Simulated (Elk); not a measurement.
Band structure of TiNbC2 (R-3m, 4 atoms in the cell).

```
TiNbC2
1.0
    1.56522     0.90368     5.09669
   -1.56522     0.90368     5.09669
    0.00000    -1.80736     5.09669
Ti Nb C
1 1 2
Direct
  0.50000   0.50000   0.50000
  0.00000   0.00000   0.00000
  0.75243   0.75243   0.75243
  0.24757   0.24757   0.24757
```

Computed with PBEsol, all-electron FP-LAPW, Elk's shipped species files, default APW+lo basis (Elk 10.2.4).

Settings: xctype = 22; rgkmax = 7; stype = 0; swidth = 0.00183747 Ha; ngridk = 8 8 8; rmtscf = 0.9.

The starting cell comes from a database of computed structures (which also holds hypothetical and non-ambient phases and stackings), without a prior relaxation at this level. Spin polarisation is off. Values depend on the basis (sphere radii, cutoffs, local orbitals), which need not be converged.

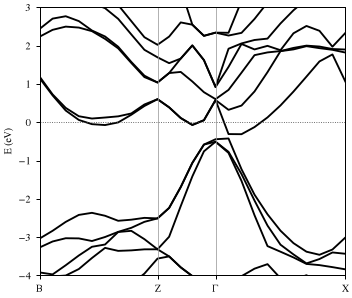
Fig. 1. Bands along the path, energies from the Fermi level.

Levels in eV from the Fermi level, bands 13 to 20:
```tsv
point	13	14	15	16	17	18	19	20
B	-4.15	-3.92	-3.27	-3.04	1.16	1.20	2.23	2.43
Z	-3.32	-3.32	-2.51	-2.51	0.60	0.60	1.04	1.04
Γ	-4.21	-0.51	-0.51	-0.44	0.58	0.58	0.60	0.92
X	-4.19	-3.84	-3.43	-3.01	1.06	1.82	1.90	2.33
```

Bands cross the Fermi level along this path, so the cell is metallic at this level.
